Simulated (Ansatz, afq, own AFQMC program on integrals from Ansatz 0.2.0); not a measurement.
# CH4Si (singlet): AFQMC on the coupled-cluster ladder at distance Si1–C2 = 2.358 Å, 6-31G, part 2 of 2

Ansatz 0.2.0, Gaussian basis, and an in-house AFQMC program (afq) on its integrals; all values are calculated; 6-31G, frozen cores. The steps go on from the part before.

## 12. Phaseless AFQMC, CISD trial on RHF (settings varied)

It reads the integrals that the CCSD(T) run on this determinant wrote.

The run is started by

```
afq ham --method phaseless --trial cisd --walkers 20 --populations 1 --least-time 40 --time-step 0.01 --steps-per-block 50 --equilibration-blocks 20 --max-blocks 40 --target-error 0.00168 --factor-cut 1e-05 --seed 2288 --taylor-order 8
```

Output:

```text
orbitals 24  electrons 6 6  factors 161 of 395
reference energy -328.85645408 Eh
CCSD correlation -0.22850756 Eh in 13 cycles, weight of the determinant in the CISD state 0.7625
energy of the start -329.084962 Eh
 block  time / (1/Eh)  mean weight  energy / Eh
     1     0.500  0.9962  -329.078830
     2     1.000  0.9917  -329.080961
     3     1.500  0.9974  -329.078509
     4     2.000  1.0022  -329.098394
     5     2.500  1.0020  -329.076705
     6     3.000  0.9993  -329.079453
     7     3.500  1.0008  -329.085121
     8     4.000  1.0003  -329.077366
     9     4.500  0.9988  -329.109239
    10     5.000  1.0009  -329.102439
    11     5.500  1.0023  -329.097889
    12     6.000  1.0001  -329.090699
    13     6.500  1.0012  -329.088096
    14     7.000  0.9981  -329.079670
    15     7.500  0.9997  -329.078764
    16     8.000  0.9975  -329.077675
    17     8.500  0.9963  -329.093885
    18     9.000  1.0007  -329.088982
    19     9.500  1.0061  -329.082938
    20    10.000  0.9976  -329.079407
    21    10.500  0.9970  -329.077191
    22    11.000  1.0069  -329.086750
    23    11.500  0.9998  -329.091013
    24    12.000  0.9991  -329.100341
    25    12.500  1.0025  -329.106739
    26    13.000  0.9992  -329.123418
    27    13.500  1.0012  -329.096081
    28    14.000  0.9993  -329.083399
    29    14.500  0.9992  -329.092308
    30    15.000  0.9999  -329.076880
    31    15.500  0.9980  -329.076051
    32    16.000  0.9943  -329.081439
    33    16.500  1.0034  -329.099649
    34    17.000  0.9962  -329.101909
    35    17.500  1.0011  -329.090765
    36    18.000  0.9989  -329.078466
    37    18.500  0.9992  -329.090213
    38    19.000  0.9995  -329.082206
    39    19.500  0.9996  -329.081035
    40    20.000  1.0004  -329.083016
    41    20.500  1.0093  -329.087941
    42    21.000  1.0009  -329.083136
    43    21.500  1.0014  -329.073201
    44    22.000  1.0026  -329.090516
    45    22.500  1.0004  -329.099262
    46    23.000  1.0018  -329.075713
    47    23.500  1.0000  -329.078304
    48    24.000  1.0028  -329.078444
    49    24.500  1.0096  -329.093186
    50    25.000  1.0001  -329.104783
    51    25.500  0.9965  -329.108107
    52    26.000  0.9997  -329.080195
    53    26.500  1.0081  -329.186956
    54    27.000  1.0040  -329.086901
    55    27.500  1.0040  -329.082855
    56    28.000  1.0013  -329.115013
    57    28.500  0.9918  -329.121263
    58    29.000  1.0009  -329.098558
    59    29.500  1.0025  -329.086521
    60    30.000  0.9948  -329.095824
blocks merged  error / Eh  count
     1  0.003117  40
     2  0.003215  20
     4  0.003647  10
energy -329.093149 +/- 0.003215 Eh
```

Wall time 8.7 s (1 thread of Arm Neoverse N1, shared host).

Energy -8955.0808 ± 0.0875 eV. The run doesn't count as converged. Caveats: constraint bias not in the error; error not settled; error above the target; other roots.

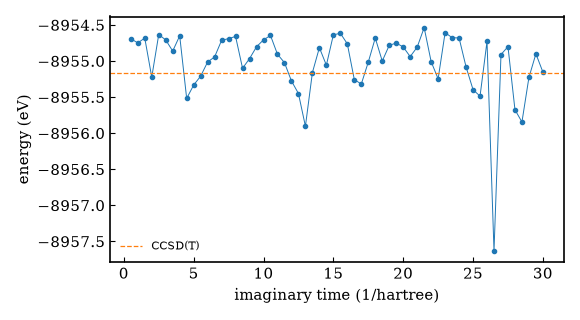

Block energies along the walk.

## 13. Free-projection AFQMC, first-order trial on RHF (settings varied)

It reads the integrals that the CCSD(T) run on this determinant wrote.

The run is started by

```
afq ham --method free --trial mp1 --walkers 20 --time-step 0.02 --max-blocks 60 --target-error 0.00168 --factor-cut 0.0001 --seed 7157 --times 0.0,0.2,0.4,0.8,1.2 --taylor-order 10
```

Output:

```text
orbitals 24  electrons 6 6  factors 138 of 395
reference energy -328.85645408 Eh
CCSD correlation -0.22850751 Eh in 13 cycles, weight of the determinant in the CISD state 0.7625
repeat  energy at the last time / Eh  error
    10  -329.088952  0.003886
    20  -329.089331  0.002896
    30  -329.093479  0.002616
    40  -329.094328  0.002103
    50  -329.095676  0.001909
    60  -329.095701  0.001772
time / (1/Eh)  energy / Eh  error  mean overlap
  0.00  -329.085834  0.001660  1.2103
  0.20  -329.088836  0.001440  1.2211
  0.40  -329.092566  0.001562  1.2358
  0.80  -329.095979  0.001607  1.2835
  1.20  -329.095701  0.001772  1.2838
energy -329.095701 +/- 0.001772 Eh
```

It took 12 s on 1 thread of Arm Neoverse N1, shared host.

Energy -8955.1502 ± 0.0482 eV. Caveats: remainder of the start not in the error; other roots.

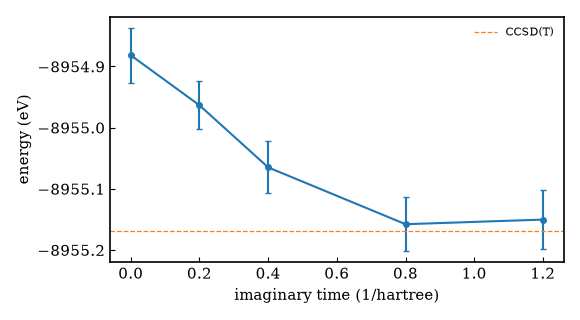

Energy against projection time, with error bars.

## 14. UHF

Input file in.yaml:

```yaml
crystal:
  periodic: [false, false, false]
  atoms:
    - {symbol: Si, position_ang: [0.000000, 0.000000, 0.739430]}
    - {symbol: C, position_ang: [0.000000, 0.000000, -1.618570]}
    - {symbol: H, position_ang: [0.000000, 1.244456, 1.537169]}
    - {symbol: H, position_ang: [0.000000, -1.244456, 1.537169]}
    - {symbol: H, position_ang: [0.000000, 0.917470, -2.195488]}
    - {symbol: H, position_ang: [0.000000, -0.917470, -2.195488]}
basis:
  gaussian: {orbitals: 6-31G}
magnetization: {spin_polarized: true, initial_magnetization: 0}
hamiltonian: {xc: hf}
output: {orbitals: {seedname: orbitals}}
```

The run is started by

```
ansatz run in.yaml --threads 1 --pin off --events-out ev --progress --plain --max-ram 1382MiB
```

Output:

```text
Functional definition: HF
  name "HF"
  cite "Fock, Z. Phys. 61, 126 (1930) doi:10.1007/BF01340294"
  parent pbe
  exchange = exact_x
  correlation = 0
395 factors; integrals over basis functions are off by at most 2.7e-4 eV
mean field evaluation 1: about -8945.7609 eV, gradient 1.9e1 eV
mean field evaluation 2: about -8945.7601 eV, gradient 1.9e1 eV
mean field evaluation 4: about -8948.5710 eV, gradient 1.7e0 eV
mean field evaluation 8: about -8948.6400 eV, gradient 4.0e-2 eV
mean field evaluation 16: about -8948.7468 eV, gradient 7.0e-1 eV
mean field evaluation 32: about -8949.3707 eV, gradient 1.0e1 eV
mean field evaluation 64: about -8943.3655 eV, gradient 2.0e1 eV
mean field -8950.53523214 eV, -328.9261028905 hartree, gradient 1.1e-5 eV, S^2 1.132109; 5 other end points of the search recorded, 0 dependent functions left out
reference -8950.53523214 eV, -328.9261028905 hartree; 12, 12 occupied and 18, 18 virtual orbitals, 395 factors
Total energy: -8950.53523214 eV, -328.9261028905 hartree
```

Run time: 0.97 s. Hardware: 1 thread of Arm Neoverse N1, shared host.

From the report: ⟨S²⟩ of the determinant 1.132 (pure singlet: 0.00). The determinant is far from a pure spin state, so its energy mixes those of several spin states (harmless only where they are near-degenerate, as at dissociation).

## 15. CCSD(T) on UHF

Edit in.yaml of step 14 so:

```diff
@@ -12,3 +12,2 @@
 magnetization: {spin_polarized: true, initial_magnetization: 0}
-hamiltonian: {xc: hf}
-output: {orbitals: {seedname: orbitals}}
+correlation: {method: ccsd_t, electrons: outside_noble_gas, hamiltonian_folder: ham}
```

The command is unchanged.

Output (excerpt; [...] marks lines left out):

```text
Functional definition: HF
  name "HF"
  cite "Fock, Z. Phys. 61, 126 (1930) doi:10.1007/BF01340294"
  parent pbe
[...]
395 factors; integrals over basis functions are off by at most 2.7e-4 eV
[...]
mean field -8950.53523214 eV, -328.9261028905 hartree, gradient 1.6e-6 eV, S^2 1.132109; 8 other end points of the search recorded, 0 dependent functions left out
determinant -8950.53523214 eV, -328.9261028905 hartree, with singles and doubles -8954.75675081 eV, -329.0812408400 hartree
determinant -8947.20208849 eV, -328.8036121205 hartree, with singles and doubles -8951.67600459 eV, -328.9680255049 hartree
determinant -8948.63999135 eV, -328.8564540759 hartree, with singles and doubles -8954.84868769 eV, -329.0846194582 hartree
6 core orbitals not correlated: weight in the atoms' cores, before any rotation towards them, 1.000 or more for the frozen orbitals, at most 0.000 for the correlated occupied ones
reference -8950.53523214 eV, -328.9261028905 hartree; 6, 6 occupied and 18, 18 virtual orbitals, 395 factors
second order -3.09556029 eV of doubles, -0.00000000 eV of singles
cycle   1  -4.22393454 eV  change   -2.4e-3 eV  update   1.2e-2
[...]
cycle  12  -4.31171130 eV  change   -2.9e-7 eV  update   2.5e-6
perturbative correction -0.14486081 eV, -0.0053235365 hartree
WARN: the results are in doubt because among natural orbitals full CI differs from the method by -0.098 eV
Total energy: -8954.99180425 eV, -329.0898788947 hartree
In doubt: among natural orbitals full CI differs from the method by -0.098 eV
```

It took 3 s on 1 thread of Arm Neoverse N1, shared host.

From the report: ⟨S²⟩ of the determinant 1.132 (pure singlet: 0.00); correlation -4.4566 eV; T1 0.061; largest double amplitude 0.26. The determinant is far from a pure spin state, so its energy mixes those of several spin states (harmless only where they are near-degenerate, as at dissociation). Mind the lines of doubt at the end of the log.

This run also writes the integrals to the folder ham.

## 16. CCSDT(Q) on UHF

Edit in.yaml of step 15 so:

```diff
@@ -12,2 +12,2 @@
 magnetization: {spin_polarized: true, initial_magnetization: 0}
-correlation: {method: ccsd_t, electrons: outside_noble_gas, hamiltonian_folder: ham}
+correlation: {method: ccsdt_q, electrons: outside_noble_gas}
```

The command is unchanged.

Output (excerpt; [...] marks lines left out):

```text
Functional definition: HF
  name "HF"
  cite "Fock, Z. Phys. 61, 126 (1930) doi:10.1007/BF01340294"
  parent pbe
[...]
679 factors; integrals over basis functions are off by at most 2.5e-7 eV
[...]
mean field -8950.53531502 eV, -328.9261059361 hartree, gradient 1.5e-6 eV, S^2 1.132104; 8 other end points of the search recorded, 0 dependent functions left out
determinant -8950.53531502 eV, -328.9261059361 hartree, with singles and doubles -8954.75682953 eV, -329.0812437332 hartree
determinant -8947.20220590 eV, -328.8036164352 hartree, with singles and doubles -8951.67612138 eV, -328.9680297966 hartree
determinant -8948.64007958 eV, -328.8564573186 hartree, with singles and doubles -8954.84876241 eV, -329.0846222042 hartree
6 core orbitals not correlated: weight in the atoms' cores, before any rotation towards them, 1.000 or more for the frozen orbitals, at most 0.000 for the correlated occupied ones
reference -8950.53531502 eV, -328.9261059361 hartree; 6, 6 occupied and 18, 18 virtual orbitals, 679 factors
second order -3.09561005 eV of doubles, -0.00000000 eV of singles
cycle   1  -3.67924507 eV  change   -5.8e-1 eV  update   8.4e-2
[...]
cycle  27  -4.59723815 eV  change    1.1e-8 eV  update   1.9e-7
perturbative correction -0.04875813 eV, -0.0017918282 hartree
WARN: these amplitudes may be one of several solutions (largest doubles amplitude 0.53, level shift 0.00 eV)
Total energy: -8955.18131129 eV, -329.0968431500 hartree
```

It took 16 s on 1 thread of Arm Neoverse N1, shared host.

From the report: ⟨S²⟩ of the determinant 1.132 (pure singlet: 0.00); correlation -4.6460 eV; T1 0.090; largest double amplitude 0.53. The determinant is far from a pure spin state, so its energy mixes those of several spin states (harmless only where they are near-degenerate, as at dissociation). The report flags that the cluster equations may have other roots.

## 17. Phaseless AFQMC, CISD trial on UHF

It reads the integrals that the CCSD(T) run on this determinant wrote.

The run is started by

```
afq ham --method phaseless --trial cisd --walkers 70 --populations 1 --least-time 40 --time-step 0.005 --steps-per-block 50 --equilibration-blocks 40 --max-blocks 300 --target-error 0.00084 --factor-cut 1e-05 --start spin_pure --seed 9931 --release-times 0.24,0.51,0.99,1.62,2.4 --release-step 0.03 --release-every 4 --taylor-order 6
```

Output:

```text
orbitals 24  electrons 6 6  factors 161 of 395
reference energy -328.92610289 Eh
CCSD correlation -0.15845260 Eh in 16 cycles, weight of the determinant in the CISD state 0.7545
energy of the start -329.040119 Eh
 block  time / (1/Eh)  mean weight  energy / Eh
     1     0.250  0.9996  -329.057718
     2     0.500  1.0009  -329.066143
     3     0.750  1.0001  -329.075872
     4     1.000  0.9998  -329.076243
     5     1.250  1.0008  -329.083129
     6     1.500  0.9988  -329.082613
     7     1.750  1.0003  -329.087069
     8     2.000  0.9989  -329.091296
     9     2.250  0.9984  -329.089393
    10     2.500  0.9999  -329.082623
    11     2.750  0.9996  -329.083244
    16     4.000  0.9994  -329.084488
    21     5.250  0.9993  -329.086239
    26     6.500  1.0015  -329.088706
    31     7.750  1.0002  -329.098688
    36     9.000  0.9991  -329.090881
    41    10.250  1.0000  -329.103550
    46    11.500  1.0007  -329.097686
    51    12.750  1.0006  -329.089065
    56    14.000  1.0016  -329.085303
    61    15.250  1.0012  -329.102385
    66    16.500  1.0005  -329.089937
    71    17.750  1.0004  -329.090346
    76    19.000  0.9998  -329.098411
    81    20.250  0.9995  -329.091386
    86    21.500  0.9994  -329.096921
    91    22.750  1.0004  -329.090492
    96    24.000  0.9993  -329.087454
   101    25.250  0.9994  -329.091832
   106    26.500  0.9996  -329.082593
   111    27.750  0.9994  -329.087531
   116    29.000  0.9996  -329.090061
   121    30.250  1.0020  -329.085775
   126    31.500  1.0001  -329.095313
   131    32.750  0.9992  -329.092793
   136    34.000  0.9993  -329.097372
   141    35.250  0.9998  -329.089897
   146    36.500  0.9987  -329.096554
   151    37.750  0.9987  -329.090601
   156    39.000  0.9997  -329.095302
   161    40.250  1.0003  -329.093720
   166    41.500  1.0005  -329.095507
   171    42.750  1.0003  -329.098885
   176    44.000  1.0009  -329.095723
   181    45.250  1.0009  -329.090511
   186    46.500  0.9999  -329.087882
   191    47.750  1.0003  -329.092280
   196    49.000  0.9984  -329.086859
blocks merged  error / Eh  count
     1  0.000426  160
     2  0.000528  80
     4  0.000641  40
     8  0.000722  20
    16  0.000795  10
released: time / (1/Eh)  energy / Eh  error  mean overlap
  0.24  -329.094091  0.000789  0.9908
  0.51  -329.095624  0.000776  0.9834
  0.99  -329.096781  0.000873  0.9838
  1.62  -329.096017  0.000916  0.9976
  2.40  -329.097374  0.001209  0.9973
energy -329.092527 +/- 0.000722 Eh
```

It took 3.8 min on 1 thread of Arm Neoverse N1, shared host.

Energy -8955.0639 ± 0.0196 eV. Caveats: constraint bias not in the error; large difference.

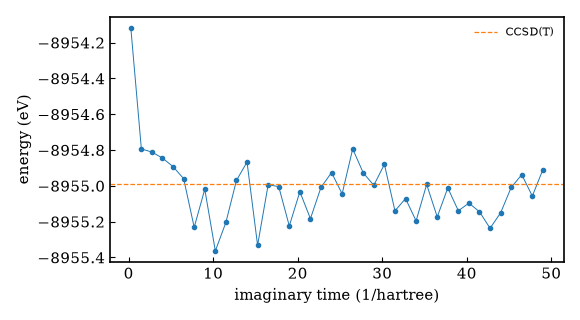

Block energies along the walk.

## 18. Phaseless AFQMC, CISD trial on UHF (settings varied)

It reads the integrals that the CCSD(T) run on this determinant wrote.

The run is started by

```
afq ham --method phaseless --trial cisd --walkers 20 --populations 1 --least-time 40 --time-step 0.01 --steps-per-block 50 --equilibration-blocks 20 --max-blocks 40 --target-error 0.00168 --factor-cut 1e-05 --start determinant --seed 2288 --taylor-order 8
```

Output:

```text
orbitals 24  electrons 6 6  factors 161 of 395
reference energy -328.92610289 Eh
CCSD correlation -0.15845260 Eh in 16 cycles, weight of the determinant in the CISD state 0.7545
energy of the start -329.084555 Eh
 block  time / (1/Eh)  mean weight  energy / Eh
     1     0.500  0.9965  -329.082629
     2     1.000  0.9923  -329.084549
     3     1.500  0.9980  -329.085816
     4     2.000  1.0020  -329.094253
     5     2.500  1.0017  -329.083067
     6     3.000  0.9990  -329.082693
     7     3.500  1.0013  -329.087864
     8     4.000  0.9997  -329.084051
     9     4.500  0.9992  -329.094378
    10     5.000  1.0007  -329.094757
    11     5.500  1.0019  -329.087229
    12     6.000  1.0009  -329.088086
    13     6.500  1.0018  -329.093366
    14     7.000  0.9984  -329.084397
    15     7.500  0.9995  -329.080615
    16     8.000  0.9976  -329.080339
    17     8.500  0.9967  -329.092950
    18     9.000  1.0011  -329.089171
    19     9.500  1.0060  -329.086017
    20    10.000  0.9979  -329.089997
    21    10.500  0.9970  -329.086543
    22    11.000  1.0070  -329.090222
    23    11.500  1.0002  -329.092576
    24    12.000  0.9989  -329.097876
    25    12.500  1.0029  -329.110223
    26    13.000  0.9995  -329.128573
    27    13.500  1.0003  -329.093186
    28    14.000  0.9991  -329.101787
    29    14.500  0.9991  -329.095193
    30    15.000  1.0004  -329.099289
    31    15.500  0.9976  -329.088704
    32    16.000  0.9942  -329.087217
    33    16.500  1.0038  -329.100076
    34    17.000  0.9969  -329.110814
    35    17.500  1.0020  -329.098714
    36    18.000  0.9996  -329.079092
    37    18.500  0.9993  -329.091101
    38    19.000  0.9995  -329.080505
    39    19.500  0.9998  -329.084067
    40    20.000  1.0001  -329.088635
    41    20.500  1.0086  -329.084051
    42    21.000  1.0006  -329.086082
    43    21.500  1.0007  -329.082770
    44    22.000  1.0025  -329.092030
    45    22.500  1.0009  -329.090321
    46    23.000  1.0011  -329.085982
    47    23.500  1.0005  -329.084558
    48    24.000  1.0025  -329.083623
    49    24.500  1.0091  -329.093309
    50    25.000  1.0019  -329.123016
    51    25.500  0.9986  -329.106075
    52    26.000  1.0001  -329.090274
    53    26.500  1.0080  -329.080476
    54    27.000  1.0058  -329.094351
    55    27.500  1.0046  -329.093699
    56    28.000  1.0021  -329.109127
    57    28.500  0.9921  -329.105143
    58    29.000  1.0001  -329.102773
    59    29.500  1.0022  -329.093290
    60    30.000  0.9940  -329.094040
blocks merged  error / Eh  count
     1  0.001747  40
     2  0.002106  20
     4  0.002393  10
energy -329.094479 +/- 0.002106 Eh
```

It took 16 s on 1 thread of Arm Neoverse N1, shared host.

Energy -8955.1170 ± 0.0573 eV. The run doesn't count as converged. Caveats: constraint bias not in the error; error not settled; large difference.

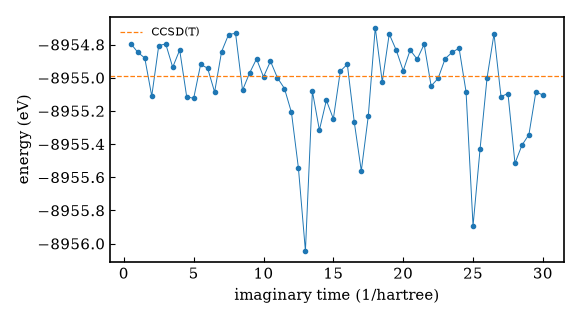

Block energies along the walk.

## 19. Free-projection AFQMC, first-order trial on UHF (settings varied)

It reads the integrals that the CCSD(T) run on this determinant wrote.

The run is started by

```
afq ham --method free --trial mp1 --walkers 20 --time-step 0.02 --max-blocks 60 --target-error 0.00168 --factor-cut 0.0001 --seed 7157 --times 0.0,0.2,0.4,0.8,1.2 --taylor-order 10
```

Output:

```text
orbitals 24  electrons 6 6  factors 138 of 395
reference energy -328.92610289 Eh
CCSD correlation -0.15845252 Eh in 16 cycles, weight of the determinant in the CISD state 0.7545
repeat  energy at the last time / Eh  error
    10  -329.089348  0.001973
    20  -329.090343  0.001450
    30  -329.091356  0.001099
time / (1/Eh)  energy / Eh  error  mean overlap
  0.00  -329.085790  0.000751  1.0844
  0.20  -329.087968  0.000734  1.0622
  0.40  -329.088823  0.000653  1.0597
  0.80  -329.089570  0.000843  1.0653
  1.20  -329.091309  0.001058  1.0321
energy -329.091309 +/- 0.001058 Eh
```

Wall time 14 s (1 thread of Arm Neoverse N1, shared host).

Energy -8955.0307 ± 0.0288 eV. Caveats: remainder of the start not in the error; start is not spin pure; large difference.

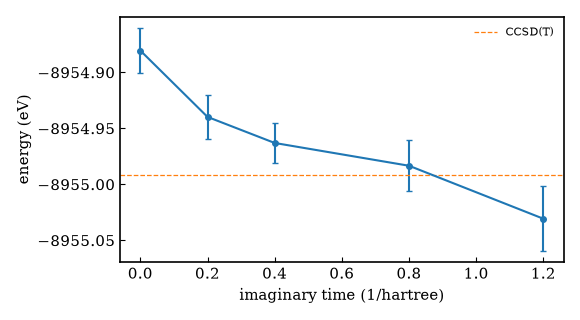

Energy against projection time, with error bars.

## 20. AFQMC on the ladder

On the RHF determinant, counted from CCSDT(Q) (a yardstick, not exact):

| level | energy (eV) | from CCSDT(Q) (kcal/mol) | statistical error (kcal/mol) | time |
| --- | --- | --- | --- | --- |
| HF | -8948.6400 | +151.22 |  |  |
| MP2 | -8953.9583 | +28.58 |  |  |
| CCSD | -8954.8580 | +7.83 |  |  |
| CCSD(T) | -8955.1681 | +0.68 |  |  |
| CCSDT(Q) | -8955.1976 | 0.00 |  |  |
| Phaseless AFQMC, CISD trial, step 0.005, 70 walkers | -8955.1279 | +1.61 | 0.68 | 3.4 min |
| Phaseless AFQMC, single-determinant trial, step 0.005, 140 walkers | -8954.7124 | +11.19 | 2.18 | 3 min |
| Free-projection AFQMC, first-order trial, step 0.02, 20 walkers | -8955.1502 | +1.09 | 1.11 | 12 s |

On the UHF determinant, counted from CCSDT(Q) (a yardstick, not exact):

```csv
level,energy (eV),from CCSDT(Q) (kcal/mol),statistical error (kcal/mol),time
HF,-8950.5352,+107.14,,
MP2,-8953.6308,+35.76,,
CCSD,-8954.8469,+7.71,,
CCSD(T),-8954.9918,+4.37,,
CCSDT(Q),-8955.1813,0.00,,
"Phaseless AFQMC, CISD trial, step 0.005, 70 walkers",-8955.0639,+2.71,0.45,3.8 min
"Free-projection AFQMC, first-order trial, step 0.02, 20 walkers",-8955.0307,+3.47,0.66,14 s
```

The functionals' totals stand on their own zeros and serve differences with other points: PBE -8968.433 eV; r2SCAN -8972.660 eV; PBE0 -8969.203 eV; B3LYP -8974.685 eV; wB97M-V -8972.279 eV; B2PLYP -8968.111 eV.

## 21. Summary of results

The summary covers parts 1 to 2.

| quantity | value |
| --- | --- |
| CCSD(T) on RHF from CCSDT(Q) | +0.68 kcal/mol |
| Phaseless AFQMC, CISD trial on RHF from CCSDT(Q) | +1.61 ± 0.68 kcal/mol |
| Phaseless AFQMC, single-determinant trial on RHF from CCSDT(Q) | +11.19 ± 2.18 kcal/mol |
| CCSD(T) on UHF from CCSDT(Q) | +4.37 kcal/mol |
| Phaseless AFQMC, CISD trial on UHF from CCSDT(Q) | +2.71 ± 0.45 kcal/mol |

**Reading.** On RHF the phaseless walk with the CISD trial lies +1.61 kcal/mol from CCSDT(Q), within three error bars. A single-determinant trial moves the result by +9.58 kcal/mol. On UHF the phaseless walk with the CISD trial lies +2.71 kcal/mol from CCSDT(Q), 6 times its error bar. Error bars are statistical and leave out the constraint, the time step and what remains of the start.
